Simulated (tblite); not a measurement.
## Run report: C₃H₁₀B₂N, geometry relaxation (part 2 of 2)

Continued. System: C₃H₁₀B₂N, multiplicity 2, SMILES CBCB[N]C. Method: GFN2-xTB geometry optimisation, gas phase (tblite 0.8.0). It belongs to a series of runs on one base structure; here: H removed from N.

Geometry of the input (Å):
```
C  2.7840  -0.1203  0.3642
B  1.3892  0.5104  -0.1405
C  0.2060  -0.5317  -0.3009
B  -0.7204  -0.5040  0.9732
N  -1.7245  0.6091  1.2217
C  -2.7582  0.6217  0.1758
H  3.5798  0.6306  0.3020
H  2.6162  -0.4864  1.4098
H  2.9443  -1.0171  -0.2623
H  1.2814  1.6604  -0.3064
H  -0.3477  -0.2364  -1.2300
H  0.5978  -1.5613  -0.4212
H  -0.8841  -1.5346  1.5767
H  -3.7159  0.6273  0.7105
H  -2.6178  1.5990  -0.3608
H  -2.6376  -0.2579  -0.4557
```

Trajectory as extended XYZ, continued
```
16
Properties=species:S:1:pos:R:3:forces:R:3 step=72 energy=-458.63823
C     2.7993   -0.1121    0.4638   -0.0050   0.0060  -0.0110
B     1.4392    0.3936   -0.1564   -0.0120  -0.0050   0.0050
C     0.3046   -0.6170   -0.4903   -0.0060   0.0020  -0.0050
B    -0.7016   -0.5936    0.8367    0.0080   0.0150   0.0100
N    -1.8775   -0.0280    0.7579    0.0080  -0.0060  -0.0030
C    -2.9327    0.6811    0.1997    0.0010   0.0100  -0.0060
H     3.6097    0.6096    0.3919    0.0010   0.0000  -0.0050
H     2.6503   -0.3124    1.5257   -0.0200   0.0080  -0.0070
H     3.1441   -1.0480    0.0275    0.0030  -0.0070   0.0100
H     1.2590    1.5407   -0.3356    0.0050  -0.0040   0.0070
H    -0.2964   -0.3445   -1.3538    0.0000   0.0040  -0.0080
H     0.6171   -1.6541   -0.5899   -0.0020   0.0070  -0.0020
H    -0.2955   -1.1392    1.7909   -0.0050  -0.0080   0.0110
H    -3.7288    0.7833    0.9492    0.0040  -0.0150   0.0110
H    -2.6356    1.6936   -0.0994    0.0260   0.0070  -0.0010
H    -3.3628    0.1559   -0.6618   -0.0050  -0.0130  -0.0070
16
Properties=species:S:1:pos:R:3:forces:R:3 step=82 energy=-458.64104
C     2.7578   -0.1039    0.5061   -0.0040   0.0170  -0.0120
B     1.4342    0.3862   -0.1977   -0.0080   0.0050  -0.0080
C     0.2955   -0.6124   -0.5482    0.0030  -0.0040  -0.0100
B    -0.6704   -0.6192    0.8088   -0.0020  -0.0010  -0.0020
N    -1.8467   -0.0514    0.7599    0.0070  -0.0130   0.0190
C    -2.9015    0.6766    0.2271   -0.0040   0.0070   0.0040
H     3.5896    0.5862    0.3852    0.0230  -0.0100  -0.0080
H     2.5708   -0.1774    1.5782   -0.0130   0.0000   0.0030
H     3.0885   -1.0902    0.1866   -0.0140  -0.0060   0.0040
H     1.2788    1.5296   -0.4182    0.0000   0.0110   0.0150
H    -0.3242   -0.3133   -1.3894    0.0030   0.0000  -0.0100
H     0.5968   -1.6481   -0.6837    0.0160  -0.0060   0.0190
H    -0.2483   -1.1844    1.7438    0.0050  -0.0100  -0.0010
H    -3.6752    0.7877    0.9979   -0.0080   0.0150   0.0040
H    -2.5910    1.6838   -0.0773   -0.0030   0.0010   0.0000
H    -3.3623    0.1591   -0.6230   -0.0010  -0.0060  -0.0160
16
Properties=species:S:1:pos:R:3:forces:R:3 step=92 energy=-458.64271
C     2.7259   -0.0951    0.5283   -0.0120   0.0030   0.0020
B     1.4311    0.3931   -0.2273   -0.0200   0.0010  -0.0020
C     0.2945   -0.6070   -0.5850    0.0060  -0.0050  -0.0100
B    -0.6539   -0.6417    0.7857    0.0120   0.0010   0.0060
N    -1.8284   -0.0676    0.7726    0.0060   0.0020  -0.0090
C    -2.8805    0.6745    0.2500    0.0130  -0.0260  -0.0070
H     3.5914    0.5463    0.3754   -0.0080  -0.0070  -0.0100
H     2.5062   -0.0674    1.5974    0.0280  -0.0050  -0.0040
H     3.0191   -1.1182    0.3003   -0.0200   0.0120   0.0080
H     1.2883    1.5365   -0.4596    0.0010  -0.0100   0.0040
H    -0.3340   -0.3084   -1.4200    0.0030   0.0140   0.0080
H     0.6031   -1.6394   -0.7300    0.0200  -0.0010   0.0110
H    -0.2122   -1.2317    1.6965   -0.0190   0.0030  -0.0020
H    -3.6441    0.8011    1.0285    0.0040   0.0040  -0.0010
H    -2.5594    1.6759   -0.0630    0.0000  -0.0020   0.0050
H    -3.3549    0.1579   -0.5938   -0.0120   0.0150   0.0020
16
Properties=species:S:1:pos:R:3:forces:R:3 step=102 energy=-458.64446
C     2.6948   -0.0875    0.5480    0.0010   0.0110  -0.0100
B     1.4179    0.4049   -0.2328   -0.0130   0.0080   0.0050
C     0.3004   -0.6058   -0.6100   -0.0060  -0.0050   0.0020
B    -0.6380   -0.6610    0.7657   -0.0120  -0.0200   0.0080
N    -1.8133   -0.0890    0.7626   -0.0200   0.0190   0.0080
C    -2.8618    0.6716    0.2611    0.0010  -0.0050  -0.0090
H     3.5847    0.5023    0.3390    0.0120  -0.0080   0.0020
H     2.4976    0.0207    1.6156    0.0150   0.0240   0.0070
H     2.9340   -1.1359    0.3848    0.0190  -0.0030  -0.0010
H     1.2771    1.5471   -0.4704    0.0090  -0.0090   0.0110
H    -0.3362   -0.3117   -1.4397    0.0080   0.0020  -0.0070
H     0.6318   -1.6301   -0.7594   -0.0120  -0.0100  -0.0090
H    -0.1980   -1.2639    1.6685   -0.0030  -0.0040  -0.0070
H    -3.6095    0.8105    1.0533    0.0090  -0.0070  -0.0060
H    -2.5294    1.6688   -0.0535    0.0020   0.0020   0.0000
H    -3.3596    0.1678   -0.5768   -0.0110   0.0050   0.0060
16
Properties=species:S:1:pos:R:3:forces:R:3 step=113 energy=-458.64793
C     2.6684   -0.0656    0.5890    0.0140   0.0030   0.0190
B     1.4133    0.4041   -0.2406    0.0180   0.0170   0.0050
C     0.3155   -0.6140   -0.6550   -0.0030  -0.0090   0.0230
B    -0.6399   -0.7126    0.7090    0.0060   0.0070   0.0060
N    -1.8031   -0.1178    0.7296   -0.0140  -0.0060   0.0100
C    -2.8532    0.6759    0.2898   -0.0100   0.0100  -0.0160
H     3.5934    0.4182    0.2754   -0.0420  -0.0260  -0.0070
H     2.5204    0.2250    1.6319    0.0130  -0.0200  -0.0430
H     2.8259   -1.1424    0.5758    0.0270   0.0310   0.0270
H     1.2849    1.5445   -0.4939   -0.0130  -0.0050   0.0040
H    -0.3097   -0.3149   -1.4919   -0.0080   0.0140   0.0180
H     0.6643   -1.6299   -0.8199    0.0060  -0.0170   0.0010
H    -0.2167   -1.3551    1.5943    0.0020   0.0010  -0.0430
H    -3.5559    0.8279    1.1199    0.0070  -0.0030   0.0020
H    -2.5084    1.6673   -0.0297    0.0060   0.0110  -0.0020
H    -3.4068    0.1985   -0.5277   -0.0060  -0.0080  -0.0030
16
Properties=species:S:1:pos:R:3:forces:R:3 step=123 energy=-458.65246
C     2.6656   -0.0400    0.6103    0.0140   0.0200   0.0210
B     1.3841    0.4118   -0.1877    0.0160   0.0260   0.0080
C     0.3212   -0.6192   -0.6544    0.0070   0.0110  -0.0190
B    -0.6692   -0.7756    0.6752    0.0220  -0.0380   0.0080
N    -1.8266   -0.1702    0.7064   -0.0190   0.0290  -0.0140
C    -2.8410    0.6803    0.2865    0.0070  -0.0100  -0.0060
H     3.5785    0.2859    0.1101   -0.0310  -0.0100   0.0110
H     2.6826    0.4359    1.5918    0.0070   0.0080  -0.0190
H     2.7377   -1.1127    0.7686    0.0130  -0.0210  -0.0140
H     1.2183    1.5556   -0.4029    0.0080  -0.0010   0.0090
H    -0.2888   -0.2989   -1.4938   -0.0240  -0.0070  -0.0150
H     0.6973   -1.6204   -0.8474   -0.0030  -0.0080   0.0070
H    -0.2711   -1.4827    1.5203   -0.0100  -0.0010   0.0100
H    -3.5113    0.8741    1.1338   -0.0180  -0.0010  -0.0030
H    -2.4482    1.6516   -0.0412    0.0050  -0.0010  -0.0080
H    -3.4367    0.2335   -0.5193    0.0050   0.0050   0.0230
16
Properties=species:S:1:pos:R:3:forces:R:3 step=133 energy=-458.65345
C     2.6751   -0.0311    0.6062   -0.0040  -0.0010   0.0010
B     1.3649    0.4214   -0.1440    0.0060   0.0030   0.0050
C     0.3218   -0.6180   -0.6381    0.0010   0.0020  -0.0010
B    -0.6873   -0.8024    0.6754   -0.0010  -0.0020   0.0060
N    -1.8390   -0.1846    0.7002   -0.0030   0.0030  -0.0010
C    -2.8351    0.6828    0.2719   -0.0030  -0.0010  -0.0010
H     3.5565    0.2307    0.0201    0.0000   0.0040  -0.0050
H     2.7865    0.4961    1.5533   -0.0010   0.0030   0.0030
H     2.7252   -1.0975    0.8110    0.0020  -0.0090   0.0000
H     1.1712    1.5681   -0.3144    0.0030   0.0000   0.0010
H    -0.2841   -0.2965   -1.4807   -0.0050   0.0010  -0.0030
H     0.7121   -1.6125   -0.8376    0.0030  -0.0030  -0.0010
H    -0.3111   -1.5301    1.5128    0.0010   0.0020  -0.0030
H    -3.5051    0.8975    1.1146    0.0010   0.0040   0.0030
H    -2.4214    1.6429   -0.0636    0.0020  -0.0010   0.0000
H    -3.4379    0.2421   -0.5310   -0.0020  -0.0050  -0.0030
```

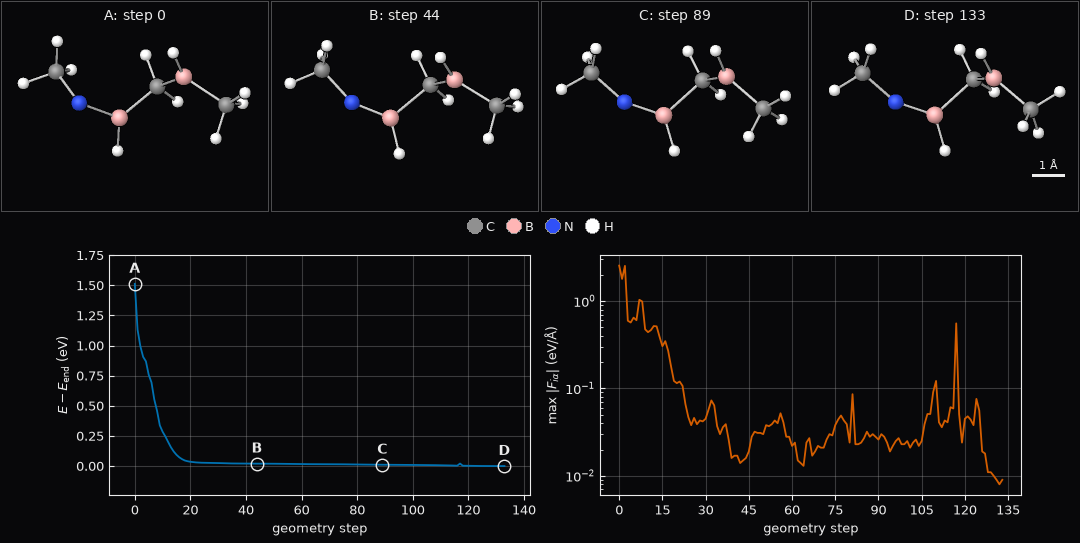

Fig. 1: Frames of the relaxation (ball-and-stick view, seen at a tilt) above the curves, on which the letters mark them (steps are counted from 0).

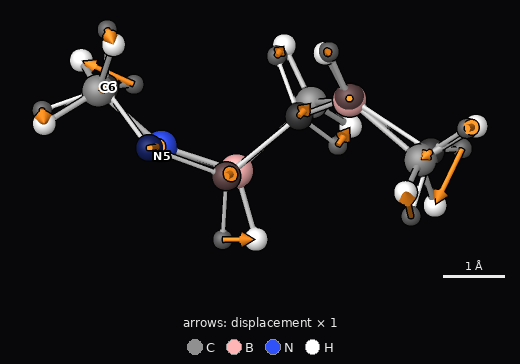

Fig. 2: Start (faint) and end (solid) with the displacements as orange arrows, at true length (ball-and-stick view, seen at a tilt). The two geometries are laid on each other by the best rigid fit. Over 133 geometry steps the energy falls by 1.513 eV. Largest force component: 2.5 eV/Å at the start, 0.009 eV/Å at the end. The largest move after the best rigid fit is that of H9, 1.09 Å. By element the largest moves are H 1.09 Å, N 0.94 Å, B 0.41 Å, C 0.36 Å. Among the contacts that change: B4–N5 1.520 → 1.307 Å, C3–B4 1.576 → 1.667 Å, N5–C6 1.471 → 1.389 Å, C1–B2 1.612 → 1.576 Å. Among the angles that change: B4–N5–C6 110.8° → 157.1°, B2–C3–H11 106.2° → 115.0°, B2–C1–H9 105.4° → 114.2°. (Atoms are counted from 1 in the order of the input.)
